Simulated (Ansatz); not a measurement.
**Alloy of GaN and AlN (39 of 48 Ga sites exchanged), 96 atoms**

How does this alloy cell relax, and what gap do PBEsol and HSE06 give?

All numbers are computed with Ansatz 0.2.0 (PAW, plane waves).

## 1. Starting point

96 atoms (39 Al, 9 Ga, 48 N); a = 9.381 Å, b = 10.832 Å, c = 10.044 Å, α = 90.00°, β = 90.00°, γ = 90.00°. All atoms were shaken off their sites by about 0.02 Å along each axis.

Plan of the steps: (2) PBEsol cell relaxation at the single k point (¼, ¼, ¼), on 1 × NVIDIA H100 80GB HBM3 with 2 threads of AMD EPYC 7R13; (3) HSE06 single point at the Γ point alone, on 1 × NVIDIA H100 80GB HBM3 with 2 threads of AMD EPYC 7R13.

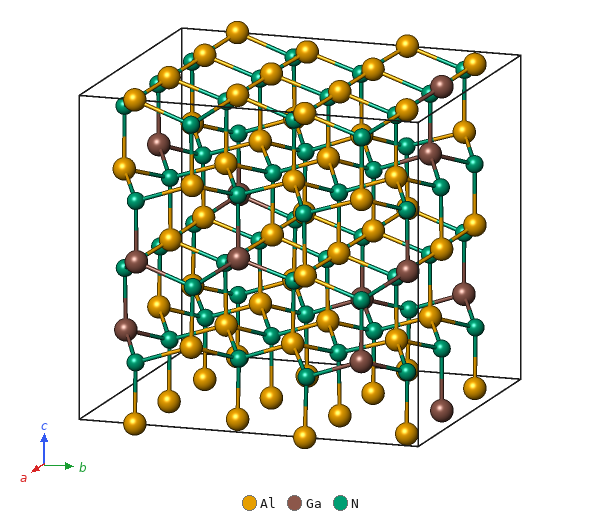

The starting cell, seen slightly off an axis (aluminium amber, gallium brown, nitrogen teal). Atoms on faces are repeated.

## 2. PBEsol relaxation of the cell and the positions

File in.yaml:

```yaml
crystal:
  lattice:
    - [9.380738, 0.000000, 0.000000]
    - [0.000000, 10.831943, 0.000000]
    - [0.000000, 0.000000, 10.043851]
  atoms:
    - { symbol: Al, position: [0.165567, 0.081888, 0.246717] }
    - { symbol: Al, position: [0.168253, 0.081937, 0.747370] }
    - { symbol: Al, position: [0.999079, 0.330119, 0.250356] }
    - { symbol: Al, position: [0.997968, 0.332537, 0.749374] }
    - { symbol: Al, position: [0.501795, 0.084118, 0.250905] }
    - { symbol: Al, position: [0.333578, 0.332856, 0.246483] }
    - { symbol: Al, position: [0.336276, 0.332938, 0.749127] }
    - { symbol: Al, position: [0.164325, 0.580509, 0.752688] }
    - { symbol: Al, position: [0.002010, 0.833922, 0.749298] }
    - { symbol: Al, position: [0.835097, 0.082934, 0.746014] }
    - { symbol: Al, position: [0.669537, 0.333528, 0.250374] }
    - { symbol: Al, position: [0.665655, 0.331625, 0.748181] }
    - { symbol: Al, position: [0.498583, 0.581936, 0.248205] }
    - { symbol: Al, position: [0.503729, 0.584503, 0.751837] }
    - { symbol: Al, position: [0.332368, 0.833666, 0.247199] }
    - { symbol: Al, position: [0.832995, 0.579176, 0.248013] }
    - { symbol: Al, position: [0.830222, 0.581641, 0.749096] }
    - { symbol: Al, position: [0.664860, 0.834895, 0.245816] }
    - { symbol: Al, position: [0.663522, 0.833093, 0.747395] }
    - { symbol: Al, position: [0.000978, 0.164238, 0.000200] }
    - { symbol: Al, position: [0.332718, 0.164814, 0.498810] }
    - { symbol: Al, position: [0.331324, 0.167846, 0.998760] }
    - { symbol: Al, position: [0.166809, 0.412190, 0.499044] }
    - { symbol: Al, position: [0.166649, 0.420493, 0.996057] }
    - { symbol: Al, position: [0.002346, 0.667397, 0.499570] }
    - { symbol: Al, position: [0.000474, 0.665683, 0.000066] }
    - { symbol: Al, position: [0.668876, 0.169093, 0.499728] }
    - { symbol: Al, position: [0.668609, 0.164701, 0.999961] }
    - { symbol: Al, position: [0.500749, 0.418470, 0.500788] }
    - { symbol: Al, position: [0.501965, 0.416227, 0.997451] }
    - { symbol: Al, position: [0.335674, 0.666672, 0.499887] }
    - { symbol: Al, position: [0.336268, 0.666063, 0.998450] }
    - { symbol: Al, position: [0.164654, 0.914578, 0.502943] }
    - { symbol: Al, position: [0.167593, 0.915413, 0.999466] }
    - { symbol: Al, position: [0.834910, 0.417275, 0.001008] }
    - { symbol: Al, position: [0.670196, 0.665880, 0.500151] }
    - { symbol: Al, position: [0.667565, 0.668298, 0.998368] }
    - { symbol: Al, position: [0.500370, 0.918062, 0.498631] }
    - { symbol: Al, position: [0.833345, 0.915880, 0.997452] }
    - { symbol: Ga, position: [0.501384, 0.083852, 0.751704] }
    - { symbol: Ga, position: [0.167749, 0.582568, 0.248407] }
    - { symbol: Ga, position: [0.999284, 0.832130, 0.248294] }
    - { symbol: Ga, position: [0.828364, 0.085588, 0.248036] }
    - { symbol: Ga, position: [0.331048, 0.833000, 0.750469] }
    - { symbol: Ga, position: [0.998663, 0.168209, 0.500141] }
    - { symbol: Ga, position: [0.832120, 0.419022, 0.496441] }
    - { symbol: Ga, position: [0.500277, 0.918773, 0.000107] }
    - { symbol: Ga, position: [0.831585, 0.918565, 0.499415] }
    - { symbol: N, position: [0.999464, 0.166090, 0.189701] }
    - { symbol: N, position: [0.000789, 0.167203, 0.688338] }
    - { symbol: N, position: [0.334468, 0.171044, 0.189520] }
    - { symbol: N, position: [0.333085, 0.163190, 0.689978] }
    - { symbol: N, position: [0.166640, 0.416532, 0.185499] }
    - { symbol: N, position: [0.167548, 0.415297, 0.687609] }
    - { symbol: N, position: [0.997923, 0.670088, 0.186877] }
    - { symbol: N, position: [0.002258, 0.663476, 0.691108] }
    - { symbol: N, position: [0.665326, 0.165218, 0.190026] }
    - { symbol: N, position: [0.663604, 0.165857, 0.689562] }
    - { symbol: N, position: [0.499509, 0.416014, 0.187783] }
    - { symbol: N, position: [0.496184, 0.419394, 0.690185] }
    - { symbol: N, position: [0.335639, 0.669242, 0.190707] }
    - { symbol: N, position: [0.332729, 0.666757, 0.686797] }
    - { symbol: N, position: [0.165215, 0.916468, 0.187009] }
    - { symbol: N, position: [0.165000, 0.913688, 0.690799] }
    - { symbol: N, position: [0.831550, 0.420038, 0.187513] }
    - { symbol: N, position: [0.827130, 0.415662, 0.691388] }
    - { symbol: N, position: [0.666835, 0.664018, 0.191971] }
    - { symbol: N, position: [0.671927, 0.667440, 0.687569] }
    - { symbol: N, position: [0.496916, 0.917286, 0.190610] }
    - { symbol: N, position: [0.495534, 0.914297, 0.688176] }
    - { symbol: N, position: [0.837706, 0.918537, 0.189573] }
    - { symbol: N, position: [0.836362, 0.917384, 0.689206] }
    - { symbol: N, position: [0.165896, 0.086879, 0.437489] }
    - { symbol: N, position: [0.171526, 0.081962, 0.938435] }
    - { symbol: N, position: [0.999630, 0.334924, 0.436643] }
    - { symbol: N, position: [0.000929, 0.330207, 0.937302] }
    - { symbol: N, position: [0.494120, 0.085610, 0.435720] }
    - { symbol: N, position: [0.500724, 0.082086, 0.937988] }
    - { symbol: N, position: [0.334672, 0.330589, 0.440755] }
    - { symbol: N, position: [0.334598, 0.332001, 0.941031] }
    - { symbol: N, position: [0.164276, 0.583384, 0.438080] }
    - { symbol: N, position: [0.166666, 0.579294, 0.942007] }
    - { symbol: N, position: [0.999607, 0.832928, 0.437723] }
    - { symbol: N, position: [0.997845, 0.833348, 0.940233] }
    - { symbol: N, position: [0.834241, 0.084165, 0.439782] }
    - { symbol: N, position: [0.833342, 0.083085, 0.940062] }
    - { symbol: N, position: [0.669519, 0.330482, 0.441615] }
    - { symbol: N, position: [0.666494, 0.333687, 0.940658] }
    - { symbol: N, position: [0.497362, 0.578730, 0.438781] }
    - { symbol: N, position: [0.498335, 0.583693, 0.939207] }
    - { symbol: N, position: [0.335447, 0.833426, 0.440002] }
    - { symbol: N, position: [0.330729, 0.833155, 0.935873] }
    - { symbol: N, position: [0.833899, 0.582752, 0.442385] }
    - { symbol: N, position: [0.833335, 0.583861, 0.939204] }
    - { symbol: N, position: [0.667075, 0.834010, 0.440089] }
    - { symbol: N, position: [0.668944, 0.834152, 0.940193] }
  symmetry: { detect: false }
kpoints:
  mp_grid: { grid: [1, 1, 1], shift: [0.25, 0.25, 0.25] }
hamiltonian:
  xc: pbesol
scf:
  occupations: { method: fermi_dirac, width: 0.01 }
relax:
  f_tol: 0.03
  max_steps: 80
  escape_saddle: false
  adjacent_minimum: "off"
  cell: { fix: [alpha, beta, gamma] }
output:
  forces: true
  eigenvalues: true
  populations: true
```

Run with:

```sh
> ansatz run in.yaml --threads 2 --pin off --max-ram 20900MiB --runs-dir r --events-out ev --progress --plain --backend cuda --devices 0, --max-vram 18GiB
```

The runs that follow: Single point with HSE06.

What does the calculation give? Wanted: for each run, top filled to lowest empty.

As calculated:

```
             level        time   k points  top filled to lowest empty (eV)
PBEsol, relaxation  18 s (GPU)  (¼, ¼, ¼)                             4.55
             HSE06  53 s (GPU)          Γ                             5.04
```

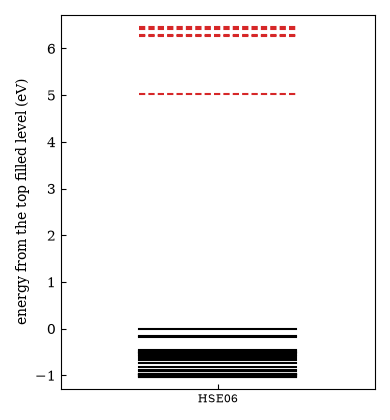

Levels near the gap by HSE06: filled black, empty red and dashed.

| quantity | value |
| --- | --- |
| relaxation | 5 recorded steps, 1.96 eV gained |
| largest shift | 0.10 Å (N71) |
| relaxed cell | a = 9.374 Å, b = 10.827 Å, c = 10.056 Å, α = 90.00°, β = 90.00°, γ = 90.00° |
| mean bonds | Al–N 1.896, Ga–N 1.944 Å |

**In words.** The relaxation lowers the energy by 1.96 eV; the largest shift is 0.10 Å (N71), while the volume changes by +0.0 %. The mean lengths of the listed bonds run from Al–N 1.90 Å to Ga–N 1.94 Å. Rows on different k points differ by sampling as well as by level. With one k point the spacing samples only the states that fold onto it, so it can exceed the gap over the zone.
